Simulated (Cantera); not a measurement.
Charge: 1 mol SiO2, 99 mol HCl, 16 mol O2, equilibrated at 1.50 Pa.

Equilibrium computed with Cantera from the NASA thermochemical tables; the gas is ideal and each condensed phase is pure. Candidate condensed phases: H2O, Si, SiO2; 30 gas species. The tables hold silica as quartz up to 1696 K and as liquid above; real silica turns to tridymite and cristobalite and melts near 1996 K. The numbers say what is thermodynamically allowed, not how fast it happens.

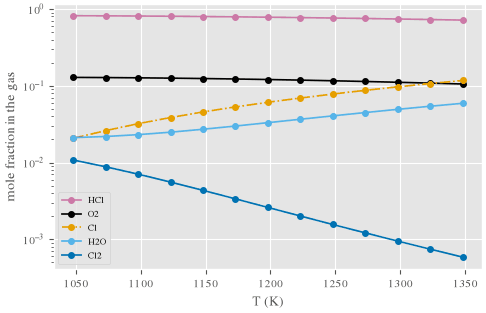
Fig. 1. Equilibrium gas composition (values under 1e-9 drawn at 1e-9)

From 1048 K to 1348 K the condensed part is SiO2(β-quartz).
